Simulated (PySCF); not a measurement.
# [TcH3]-: relaxation and vibrations of the sextet

Aim: relax [TcH3]- as a sextet from a T-shaped start, check by its vibrations whether the end is a minimum, and collect its spectrum and constants.

Computed with PySCF 2.14.0. Level: PBE0, basis Tc def2-TZVPD with ECP28, H def2-TZVPD, scalar-relativistic core potentials, no spin–orbit coupling, density fitting.

**1. The system as given**

4 atoms, charge -1, spin multiplicity 6.

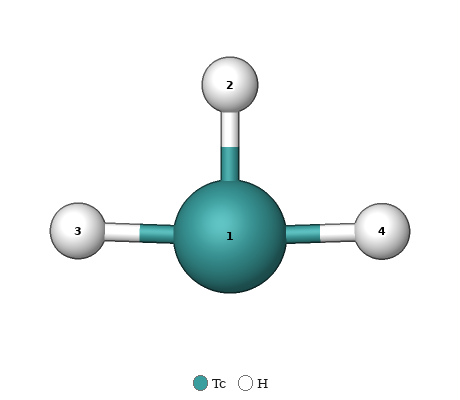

As it starts; technetium teal, hydrogen white; atoms are numbered from 1 in the order of the file.

```xyz
4
charge -1 multiplicity 6
Tc    0.0000    0.0000    0.0000
H     0.0000    0.0000    1.6000
H     1.5990    0.0000    0.0558
H    -1.5990    0.0000    0.0558
```

**2. The SCF at the typed geometry**

One driver script runs all steps and calls PySCF; scf.py shows how it sets up the SCF of each step. The optimiser is the driver's own. After this first run the driver tries any further starts and a stability analysis.

Contents of scf.py:

```python
from pyscf import gto, scf, dft
mol = gto.M(atom='''
Tc     0.000000     0.000000     0.000000
H      0.000000     0.000000     1.600000
H      1.599000     0.000000     0.055800
H     -1.599000     0.000000     0.055800''',
    basis={'Tc': 'def2-TZVPD', 'H': 'def2-TZVPD'},
    ecp={'Tc': 'def2-TZVPD'},
    charge=-1, spin=5)
mf = dft.UKS(mol, xc='PBE0')
mf.grids.atom_grid = (50, 194)
aux = {'Tc': 'def2-universal-JKFIT', 'H': 'def2-universal-JKFIT'}
mf = mf.density_fit(auxbasis=aux)
mf.conv_tol = 1e-08
mf.diis_space = 10
mf.max_cycle = 60
mf.init_guess = 'minao'
mf.verbose = 4
mf.kernel()
```

Launch:

```bash
> OMP_NUM_THREADS=2 python axn.py task.json out
```

The runs that follow: Relaxing the sextet from the T-shaped start; Frequencies.

**Question.** What will these runs give? Wanted: minimum; geometry; wavenumbers; dipole moment; highest occupied, lowest empty level; polar-tensor charge of Tc1; zero-point energy; ⟨S²⟩.

The runs gave:

| quantity | value |
| --- | --- |
| minimum | sextet, D3h |
| geometry | Tc–H 1.788 Å (×3); H–Tc–H 120.0° (×3) |
| wavenumbers (cm⁻¹) | 352 (a2''), 376 (e'), 1467 (e'), 1480 (a1') |
| dipole moment (centre of mass) | 0.00 D |
| highest occupied, lowest empty level (either spin) | -0.06, 2.99 eV |
| polar-tensor charge of Tc1 | +0.24 e |
| zero-point energy | 33.0 kJ/mol |
| entropy at 298.15 K | 251.4 J/(mol K) |
| ⟨S²⟩ | 8.774 |

In words: From C2v at the start the molecule goes to a D3h minimum. In the infrared the band at 1467 cm⁻¹ (e', stretch) leads. Most of the spin sits on Tc1 (Mulliken spin 5.16, against 5 for the whole molecule). Only this shape and spin were tried, so other structures or states may lie lower. One determinant may miss the lowest occupation of an open d or f shell.
